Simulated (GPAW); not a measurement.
# Collinear magnetic orders of CeNd3 with GPAW

Wanted: the moments of CeNd3 and the energy of each order that was tried.

Calculated with GPAW 26.7.0; LDA with U = 4.8 eV on Ce f and U = 4.8 eV on Nd f; plane waves with GPAW's PAW setups, scalar-relativistic.

**1. The structure**

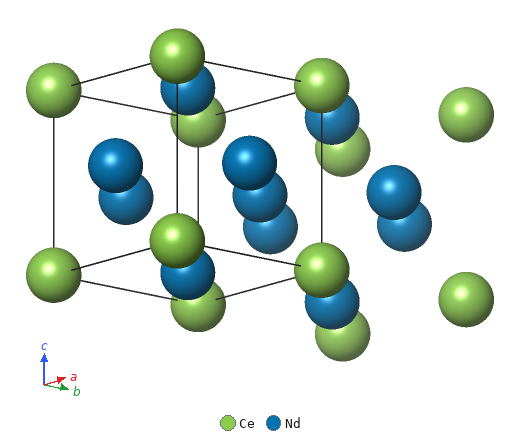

Start, viewed from a free direction; cerium green, neodymium blue. 1×2×1 cells are drawn. Some periodic images of atoms are drawn too.

The cell comes from a database of computed structures and need not be the stable phase.

The settings of this session are not all sound (see the inputs), so it shows what such settings give, not the properties of the crystal.

**2. Start 1: ferro ++++**

Parallel moments need no larger cell; this start tests for a ferromagnetic state only. A Hubbard term is added for the open shell, at a value in common use.

Contents of order1.py:

```python
import json
import numpy as np
from ase import Atoms
from ase.parallel import paropen, parprint
from gpaw import GPAW

atoms = Atoms(['Ce', 'Nd', 'Nd', 'Nd'],
    cell=[[5.140026, 0.0, 0.0],
         [0.0, 5.140026, 0.0],
         [0.0, 0.0, 5.140026]],
    scaled_positions=[[0.0, 0.0, 0.0],
         [0.0, 0.5, 0.5],
         [0.5, 0.0, 0.5],
         [0.5, 0.5, 0.0]],
    pbc=True,
    magmoms=[1.0, 3.0, 3.0, 3.0])
atoms.calc = GPAW(mode={'name': 'pw', 'ecut': 350.0},
    xc='LDA',
    kpts={'size': (6, 6, 6), 'gamma': True},
    occupations={'name': 'fermi-dirac', 'width': 0.05},
    convergence={'density': 1e-05, 'energy': 1e-05},
    maxiter=200,
    setups={'Ce': ':f,4.8', 'Nd': ':f,4.8'},
    symmetry={'tolerance': 1e-4},
    txt='order1.txt')
e = atoms.get_potential_energy(force_consistent=True)
res = {'free_energy': e, 'energy_sigma0': atoms.get_potential_energy(), 'fermi_energy': atoms.calc.get_fermi_level()}
res['moments'] = atoms.get_magnetic_moments().tolist()
res['total'] = atoms.get_magnetic_moment()
parprint('site moments (muB):', np.round(res['moments'], 3))
parprint(f"total moment: {res['total']:.3f} muB")
parprint(f'free energy: {e:.6f} eV')
atoms.calc.write('order1.gpw')
with paropen('results.json', 'w') as f:
    json.dump(res, f)
```

Run with:

```console
$ OMP_NUM_THREADS=1 python3 order1.py > order1.log
```

Numbers of over 12 decimals in the logs are rounded to 6 here.

Log:

```text
site moments (muB): [0.057 3.127 3.127 3.127]
total moment: 10.788 muB
free energy: -18.035228 eV

--- order1.txt ---
Input parameters:
  mode=PW(ecut=350.0),
  convergence={'density': 1e-05, 'energy': 1e-05},
  kpts=MonkhorstPack(size=(6, 6, 6), gamma=True),
  maxiter=200,
  occupations=Occupations(name='fermi-dirac', width=0.05),
  setups={'Ce': ':f,4.8', 'Nd': ':f,4.8'},
  symmetry=Symmetry(tolerance=0.0001),
  xc=XC(name='LDA')

Diagonalizing LCAO Hamiltonian
Converting LCAO to pw mode
    .------------.
   /|            |
  / |            |
 *  |            |
 |  |            |
 | Nd            |
 |  .--Nd--------.
 | /     Nd     /
 |/            /
 Ce-----------*

Atoms  # Å, Bohr magnetons
|   | symbol |        x |        y |        z |    initial magnetic moments |
|---|--------|----------|----------|----------|-----------------------------|
| 0 |     Ce | 0.000000 | 0.000000 | 0.000000 | ( 0.0000,  0.0000,  1.0000) |
| 1 |     Nd | 0.000000 | 2.570013 | 2.570013 | ( 0.0000,  0.0000,  3.0000) |
| 2 |     Nd | 2.570013 | 0.000000 | 2.570013 | ( 0.0000,  0.0000,  3.0000) |
| 3 |     Nd | 2.570013 | 2.570013 | 0.000000 | ( 0.0000,  0.0000,  3.0000) |

Unit cell  # Å
| periodic |        x |        y |        z |  lengths |    angles |
|----------|----------|----------|----------|----------|-----------|
|      yes | 5.140026 | 0.000000 | 0.000000 | 5.140026 | 90.000000 |
|      yes | 0.000000 | 5.140026 | 0.000000 | 5.140026 | 90.000000 |
|      yes | 0.000000 | 0.000000 | 5.140026 | 5.140026 | 90.000000 |

Number of symmetries: 48

BZ-sampling:
  Number of BZ points: 216
  Number of IBZ points: 20

  Monkhorst-Pack size: [6, 6, 6]
  Monkhorst-Pack shift: [0.083333, 0.083333, 0.083333]

K-points  # in reciprocal-cell coordinates
|     |                                coordinates |     weight |
|-----|--------------------------------------------|------------|
|   0 | (  0.00000000,   0.00000000,   0.00000000) | 0.00462963 |
|   1 | (  0.16666667,   0.00000000,   0.00000000) | 0.02777778 |
|   2 | (  0.16666667,   0.16666667,   0.00000000) | 0.05555556 |
|   3 | (  0.16666667,   0.16666667,   0.16666667) | 0.03703704 |
|   4 | (  0.33333333,   0.00000000,   0.00000000) | 0.02777778 |
|   5 | (  0.33333333,   0.16666667,   0.00000000) | 0.11111111 |
|   6 | (  0.33333333,   0.16666667,   0.16666667) | 0.11111111 |
|   7 | (  0.33333333,   0.33333333,   0.00000000) | 0.05555556 |
|   8 | (  0.33333333,   0.33333333,   0.16666667) | 0.11111111 |
|   9 | (  0.33333333,   0.33333333,   0.33333333) | 0.03703704 |
| ... |                                            |            |
|  19 | (  0.50000000,   0.50000000,   0.50000000) | 0.00462963 |

Plane wave coefficients: 2040
Cutoff: 350.0 eV

Spin-components: 2 (collinear spins)
Bands:           43
Projectors:      32
Spin-degeneracy: 1
Datatype:        complex128

Parallelization:
  kpt:    1
  domain: 1
  band:   1

Density:
  Valence electrons: 54.0
  Components: 2
  Grid points: [24 24 24]
  Charge: 0.0  # |e|

Potential:
  Grid points: [24 24 24]

species:
  Ce:
    name:    Cerium
    Z:       58.0
    valence: 12
    core:    46
    charge:  0.0  # [|e|]
    Hubbard: {U: 4.8,  # eV
              l: 3,
              scale: True}
    compensation charges:
      type: gauss
      rc: 0.35  # [Å]
      lmax: 2
    cutoffs:
      filter: 1.17  # [Å]
      core: 2.14  # [Å]
    projectors
    | kind |    occ | energy [eV] | rcut [Å] |
    |------|--------|-------------|----------|
    |   5s |  2.000 |     -40.728 |    1.164 |
    |   6s |  2.000 |      -3.881 |    1.164 |
    |   5p |  6.000 |     -23.302 |    1.164 |
    |   6p |  0.000 |      -1.409 |    1.164 |
    |   5d |  1.000 |      -3.179 |    1.164 |
    |   4f |  1.000 |      -5.608 |    1.164 |
    |    d |        |      24.032 |    1.164 |
    |    f |        |      21.603 |    1.164 |

    Using partial waves for Ce as LCAO basis

  Nd:
    name:    Neodymium
    Z:       60.0
    valence: 14
    core:    46
    charge:  0.0  # [|e|]
    Hubbard: {U: 4.8,  # eV
              l: 3,
              scale: True}
    compensation charges:
      type: gauss
      rc: 0.35  # [Å]
      lmax: 2
    cutoffs:
      filter: 1.17  # [Å]
      core: 2.06  # [Å]
    projectors
    | kind |    occ | energy [eV] | rcut [Å] |
    |------|--------|-------------|----------|
    |   5s |  2.000 |     -40.577 |    1.164 |
    |   6s |  2.000 |      -3.635 |    1.164 |
    |   5p |  6.000 |     -22.165 |    1.164 |
    |   6p |  0.000 |      -1.278 |    1.164 |
    |   5d |  0.000 |      -2.056 |    1.164 |
    |   4f |  4.000 |      -1.935 |    1.164 |
    |    d |        |      25.155 |    1.164 |
    |    f |        |      25.276 |    1.164 |

    Using partial waves for Nd as LCAO basis

Reference energy: -1026006.061148  # eV

eigensolver:
  PPCG
  Converge bands: occupied
  niter=2

density mixing:
  MSR1-Mixer
  Pratt-step length: 0.05
  Maximum mixing coefficient: 0.75
  Old densities: 10
  SVD Regularization: 0.005
  Good broyden scale: 1.0
  Trust region scale: 1.0
  Backstep threshold: 4.0
  History deletion threshold: 6.0
  Fourier metric: weight=20.0, sigma=0.015

occupation numbers:
  Fermi-Dirac:
    width: 0.0500  # eV

poisson solver:
  ecut: 2800.0  # eV

xc functional:
  name: None

convergence criteria:
- Maximum integral of absolute [dens]ity change: 1e-05 electrons / valence electron
- Maximum [total energy] change in last 3 cyles: 1e-05 eV / valence electron
- Maximum integral of absolute [eigenst]ate change: 4e-08 eV^2 / valence electron
maximum number of iterations: 200

SCF iterations
|iter     |      energy | eigst |  dens |  magmom |
|---------|-------------|-------|-------|---------|
|iter:   1|       0s |  -82.177261 | +0.49 |       | +10.0261|
|iter:   2|       4s |  -22.899577 | +0.88 | -0.18 |  +9.5787|
|iter:   3|       9s |  -16.148839 | +0.50 | -0.43 |  +9.3407|
|iter:   4|      13s |  -14.056815 | +0.34 | -0.76 |  +9.4771|
|iter:   5|      18s |  -11.714154 | +0.14 | -0.82 | +10.1860|
|iter:   6|      22s |  -11.147087 | -0.24 | -0.88 | +10.3431|
|iter:   7|      26s |  -13.737655 | -0.06 | -1.11 | +10.7912|
|iter:   8|      30s |  -17.339768 | +0.09 | -1.28 | +11.3196|
|iter:   9|      35s |  -17.478059 | -0.35 | -0.81 | +11.1629|
|iter:  10|      40s |  -17.279489 | -0.76 | -0.96 | +11.1534|
[... 47 iterations left out ...]
|iter:  58|     240s |  -17.996523c| -5.95 | -5.79c| +10.7883|
|iter:  59|     242s |  -17.996523c| -6.12 | -6.07c| +10.7883|
|iter:  60|     245s |  -17.996523c| -6.26 | -5.79c| +10.7883|
|iter:  61|     247s |  -17.996523c| -6.46 | -6.41c| +10.7883|
|iter:  62|     249s |  -17.996523c| -6.62 | -6.67c| +10.7883|
|iter:  63|     252s |  -17.996523c| -6.83 | -6.52c| +10.7883|
|iter:  64|     254s |  -17.996523c| -7.00 | -6.51c| +10.7883|
|iter:  65|     256s |  -17.996523c| -7.18 | -6.60c| +10.7883|
|iter:  66|     259s |  -17.996523c| -7.36 | -6.50c| +10.7883|
|iter:  67|     261s |  -17.996523c| -7.49c| -6.81c| +10.7883|

Converged in 67 steps
Energy contributions relative to reference atoms: (reference = -1026006.061148)

Energy contributions:
  Kinetic:        -168.847821
  Coulomb:         146.549347
  Zero:              5.910765
  External:          0.000000
  Xc:               -1.570110
  Entropy:          -0.077409
  Spinorbit:         0.000000
  ----------------------------
  Free energy:     -18.035228
  Extrapolated:    -17.996523

dipole moment: (-64.812529, -64.812529, -64.812529)  # |e|*Ang

Total magnetic moment: (0.000000, 0.000000, 10.788316)

Local magnetic moments
|        x |        y |        z |
|----------|----------|----------|
| 0.000000 | 0.000000 | 0.057361 |  # Ce   0
| 0.000000 | 0.000000 | 3.127015 |  # Nd   1
| 0.000000 | 0.000000 | 3.127015 |  # Nd   2
| 0.000000 | 0.000000 | 3.127015 |  # Nd   3

Fermi level: 9.494
Eigenvalues  # (at kpt = [0.000, 0.000, 0.000])
| band index |      eig [eV] | occ [0-1] |      eig [eV] | occ [0-1] |
|------------|---------------|-----------|---------------|-----------|
|          0 |       -28.474 |     1.000 |       -27.035 |     1.000 |
|        ... |               |           |               |           |
|         20 |         6.067 |     1.000 |         8.403 |     1.000 |
|         21 |         6.067 |     1.000 |         8.403 |     1.000 |
|         22 |         6.067 |     1.000 |         8.403 |     1.000 |
|         23 |         6.176 |     1.000 |         9.613 |     0.084 |
|         24 |         6.176 |     1.000 |        10.941 |     0.000 |
|         25 |         6.176 |     1.000 |        10.941 |     0.000 |
|         26 |         7.265 |     1.000 |        10.941 |     0.000 |
|         27 |         7.265 |     1.000 |        10.952 |     0.000 |
|         28 |         7.398 |     1.000 |        10.952 |     0.000 |
|         29 |         7.991 |     1.000 |        10.952 |     0.000 |
|         30 |         7.991 |     1.000 |        11.411 |     0.000 |
|         31 |         7.991 |     1.000 |        11.411 |     0.000 |
|         32 |         9.428 |     0.789 |        11.411 |     0.000 |
|         33 |         9.914 |     0.000 |        12.360 |     0.000 |
|         34 |        10.326 |     0.000 |        12.360 |     0.000 |
|         35 |        10.497 |     0.000 |        12.360 |     0.000 |
|        ... |               |           |               |           |
|         42 |        10.945 |     0.000 |        13.127 |     0.000 |

No gap
No difference between direct/indirect transitions
```

Run time: 4.6 min. Hardware: 1 MPI rank of Intel Xeon 6975P-C (Granite Rapids), shared host; peak memory 0.28 GiB.

Spin moment in the augmentation sphere by atom:

| atom | spin moment in the augmentation sphere (μB) |
| --- | --- |
| Ce1 | 0.06 |
| Nd2 | 3.13 |
| Nd3 | 3.13 |
| Nd4 | 3.13 |

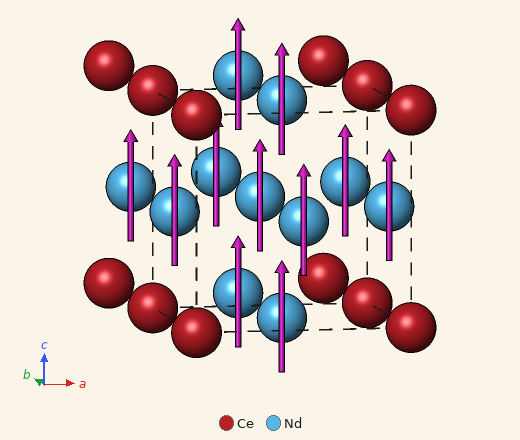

Spin moment in the augmentation sphere as arrows, the longest 3.13 μB. Up and down stand for the sign. Arrows give size and sign along the axis of quantisation, drawn up and down the page. 1×2×1 cells are drawn. Some periodic images of atoms are drawn too.

This step gave:

```
magnetization : 10.79 μB
final state   : ferromagnetic
```

The moments seeded on 1 Ce atom fell under 0.15 μB.

After 67 cycles the largest moment stands at 3.13 μB.

**3. Order 2, typed as antiferro q=(0,1/2,1/2) +-+-+-+-**

Reversing part of the moments tests the sign of the couplings between them.

The cell is doubled to 8 atoms to hold this order. Its mesh is chosen so that both cells sample the same points.

Contents of order2.py:

```python
import json
import numpy as np
from ase import Atoms
from ase.parallel import paropen, parprint
from gpaw import GPAW

atoms = Atoms(['Ce', 'Ce', 'Nd', 'Nd', 'Nd', 'Nd', 'Nd', 'Nd'],
    cell=[[5.140026, 0.0, 0.0],
         [0.0, 10.280052, 0.0],
         [0.0, 5.140026, 5.140026]],
    scaled_positions=[[0.0, 0.0, 0.0],
         [0.0, 0.5, 0.0],
         [0.0, 0.0, 0.5],
         [0.0, 0.5, 0.5],
         [0.5, 0.75, 0.5],
         [0.5, 0.25, 0.5],
         [0.5, 0.25, 0.0],
         [0.5, 0.75, 0.0]],
    pbc=True,
    magmoms=[1.0, -1.0, 3.0, -3.0, 3.0, -3.0, 3.0, -3.0])
atoms.calc = GPAW(mode={'name': 'pw', 'ecut': 350.0},
    xc='LDA',
    kpts={'size': (6, 3, 6), 'gamma': True},
    occupations={'name': 'fermi-dirac', 'width': 0.05},
    convergence={'density': 1e-05, 'energy': 1e-05},
    maxiter=200,
    setups={'Ce': ':f,4.8', 'Nd': ':f,4.8'},
    symmetry={'tolerance': 1e-4},
    txt='order2.txt')
e = atoms.get_potential_energy(force_consistent=True)
res = {'free_energy': e, 'energy_sigma0': atoms.get_potential_energy(), 'fermi_energy': atoms.calc.get_fermi_level()}
res['moments'] = atoms.get_magnetic_moments().tolist()
res['total'] = atoms.get_magnetic_moment()
parprint('site moments (muB):', np.round(res['moments'], 3))
parprint(f"total moment: {res['total']:.3f} muB")
parprint(f'free energy: {e:.6f} eV')
atoms.calc.write('order2.gpw')
with paropen('results.json', 'w') as f:
    json.dump(res, f)
```

Run with:

```console
$ OMP_NUM_THREADS=1 python3 order2.py > order2.log
```

Log:

```text
Input parameters:
  mode=PW(ecut=350.0),
  convergence={'density': 1e-05, 'energy': 1e-05},
  kpts=MonkhorstPack(size=(6, 3, 6), gamma=True),
  maxiter=200,
  occupations=Occupations(name='fermi-dirac', width=0.05),
  setups={'Ce': ':f,4.8', 'Nd': ':f,4.8'},
  symmetry=Symmetry(tolerance=0.0001),
  xc=XC(name='LDA')

Diagonalizing LCAO Hamiltonian
Converting LCAO to pw mode

                    Nd
            Nd

                 Nd
                  Nd
         Nd
          Ce

               Nd
       Ce

Atoms  # Å, Bohr magnetons
|   | symbol |        x |         y |        z |    initial magnetic moments |
|---|--------|----------|-----------|----------|-----------------------------|
| 0 |     Ce | 0.000000 |  0.000000 | 0.000000 | ( 0.0000,  0.0000,  1.0000) |
| 1 |     Ce | 0.000000 |  5.140026 | 0.000000 | ( 0.0000,  0.0000, -1.0000) |
| 2 |     Nd | 0.000000 |  2.570013 | 2.570013 | ( 0.0000,  0.0000,  3.0000) |
| 3 |     Nd | 0.000000 |  7.710039 | 2.570013 | ( 0.0000,  0.0000, -3.0000) |
| 4 |     Nd | 2.570013 | 10.280052 | 2.570013 | ( 0.0000,  0.0000,  3.0000) |
| 5 |     Nd | 2.570013 |  5.140026 | 2.570013 | ( 0.0000,  0.0000, -3.0000) |
| 6 |     Nd | 2.570013 |  2.570013 | 0.000000 | ( 0.0000,  0.0000,  3.0000) |
| 7 |     Nd | 2.570013 |  7.710039 | 0.000000 | ( 0.0000,  0.0000, -3.0000) |

Number of symmetries: 2

BZ-sampling:
  Number of BZ points: 108
  Number of IBZ points: 40

  Monkhorst-Pack size: [6, 3, 6]
  Monkhorst-Pack shift: [0.083333, 0.0, 0.083333]

Plane wave coefficients: 4080
Cutoff: 350.0 eV

Spin-components: 2 (collinear spins)
Bands:           69
Projectors:      64
Spin-degeneracy: 1
Datatype:        complex128

Parallelization:
  kpt:    1
  domain: 1
  band:   1

Density:
  Valence electrons: 108.0
  Components: 2
  Grid points: [24 45 32]
  Charge: 0.0  # |e|

Potential:
  Grid points: [24 45 32]

[... setups left out ...]
Reference energy: -2052012.122296  # eV

convergence criteria:
- Maximum integral of absolute [dens]ity change: 1e-05 electrons / valence electron
- Maximum [total energy] change in last 3 cyles: 1e-05 eV / valence electron
- Maximum integral of absolute [eigenst]ate change: 4e-08 eV^2 / valence electron
maximum number of iterations: 200

SCF iterations
|iter     |      energy | eigst |  dens |  magmom |
|---------|-------------|-------|-------|---------|
|iter:   1|       0s | -164.278690 | +0.65 |       |  -0.0000|
|iter:   2|      28s |  -35.679710 | +1.58 | -0.18 |  -0.0000|
|iter:   3|      56s |  -25.555234 | +1.43 | -0.35 |  +0.0002|
|iter:   4|      84s |  -27.303975 | +0.98 | -0.81 |  +0.0002|
|iter:   5|     114s |  -24.860265 | +0.48 | -0.84 |  +0.0013|
|iter:   6|     144s |  -22.491060 | +0.05 | -0.70 |  -0.0004|
|iter:   7|     171s |  -22.096888 | +0.46 | -0.81 |  +0.0067|
|iter:   8|     200s |  -21.046603 | -0.06 | -0.71 |  -0.0333|
|iter:   9|     229s |  -21.423739 | -0.51 | -0.98 |  +0.0252|
|iter:  10|     257s |  -32.301883 | +0.15 | -1.02 |  -0.0975|
```

It took 5.9 min on 1 MPI rank; peak memory 0.73 GiB.

The run was cut off at its time limit.

It was cut off while still iterating. More time helps where the residual falls; where it has stalled, the mixing must change.

**4. Run 3 (antiferro q=(0,0,1/2) +-+--+-+)**

Another pattern of signs weighs the neighbour shells otherwise.

The cell is doubled to 8 atoms to hold this order. Its mesh is chosen so that both cells sample the same points.

Contents of order3.py:

```python
import json
import numpy as np
from ase import Atoms
from ase.parallel import paropen, parprint
from gpaw import GPAW

atoms = Atoms(['Ce', 'Ce', 'Nd', 'Nd', 'Nd', 'Nd', 'Nd', 'Nd'],
    cell=[[5.140026, 0.0, 0.0],
         [0.0, 5.140026, 0.0],
         [0.0, 0.0, 10.280052]],
    scaled_positions=[[0.0, 0.0, 0.0],
         [0.0, 0.0, 0.5],
         [0.0, 0.5, 0.25],
         [0.0, 0.5, 0.75],
         [0.5, 0.0, 0.25],
         [0.5, 0.0, 0.75],
         [0.5, 0.5, 0.0],
         [0.5, 0.5, 0.5]],
    pbc=True,
    magmoms=[1.0, -1.0, 3.0, -3.0, -3.0, 3.0, -3.0, 3.0])
atoms.calc = GPAW(mode={'name': 'pw', 'ecut': 350.0},
    xc='LDA',
    kpts={'size': (6, 6, 3), 'gamma': True},
    occupations={'name': 'fermi-dirac', 'width': 0.05},
    convergence={'density': 1e-05, 'energy': 1e-05},
    maxiter=200,
    setups={'Ce': ':f,4.8', 'Nd': ':f,4.8'},
    symmetry={'tolerance': 1e-4},
    txt='order3.txt')
e = atoms.get_potential_energy(force_consistent=True)
res = {'free_energy': e, 'energy_sigma0': atoms.get_potential_energy(), 'fermi_energy': atoms.calc.get_fermi_level()}
res['moments'] = atoms.get_magnetic_moments().tolist()
res['total'] = atoms.get_magnetic_moment()
parprint('site moments (muB):', np.round(res['moments'], 3))
parprint(f"total moment: {res['total']:.3f} muB")
parprint(f'free energy: {e:.6f} eV')
atoms.calc.write('order3.gpw')
with paropen('results.json', 'w') as f:
    json.dump(res, f)
```

Run with:

```console
$ OMP_NUM_THREADS=1 python3 order3.py > order3.log
```

Log:

```text
Input parameters:
  mode=PW(ecut=350.0),
  convergence={'density': 1e-05, 'energy': 1e-05},
  kpts=MonkhorstPack(size=(6, 6, 3), gamma=True),
  maxiter=200,
  occupations=Occupations(name='fermi-dirac', width=0.05),
  setups={'Ce': ':f,4.8', 'Nd': ':f,4.8'},
  symmetry=Symmetry(tolerance=0.0001),
  xc=XC(name='LDA')

Diagonalizing LCAO Hamiltonian
Converting LCAO to pw mode
    .------------.
   /|            |
  / |            |
 *  |            |
 |  |            |
 | Nd            |
 |  |  Nd        |
 |  |            |
 |  |    Nd      |
 |  |            |
[...]
|---------|-------------|-------|-------|---------|
|iter:   1|       0s | -164.253850 | +0.65 |       |  -0.0000|
|iter:   2|      14s |  -34.746746 | +1.58 | -0.18 |  -0.0000|
|iter:   3|      28s |  -24.471586 | +1.44 | -0.35 |  -0.0000|
|iter:   4|      41s |  -27.747816 | +1.06 | -0.80 |  -0.0008|
|iter:   5|      55s |  -25.224847 | +0.51 | -0.82 |  +0.0037|
|iter:   6|      68s |  -23.338683 | -0.09 | -0.65 |  -0.0023|
[...]
|iter:  25|     330s |  -33.226166 | -1.26 | -1.23 |  +0.2241|
|iter:  26|     348s |  -33.386486 | -1.19 | -1.31 |  +0.2987|
|iter:  27|     361s |  -33.772524 | -1.30 | -1.22 |  +0.3611|
|iter:  28|     375s |  -35.093205 | -0.27 | -1.20 |  +0.6438|
```

Wall time 6.9 min (1 MPI rank); peak memory 0.48 GiB.

The run was cut off at its time limit.

It was cut off while still iterating. More time helps where the residual falls; where it has stalled, the mixing must change.

[end of part 1 of 2]

[Logs and program files are shortened in this print: banners, set-up blocks, solver, clock and traceback lines can be left out without a mark of their own.]

[Logs are printed without paths, hosts, clocks, repeated set-up lines and the standing remarks that a program may print on its own settings, such as how far it seeks lower states.]

[Hosts, paths, dates, database ids (printed as entryN), source tags and the programs' standing remarks are cut or masked in the printed files.]

[Where a cell is said to come from a database of computed structures, the database is the Materials Project.]
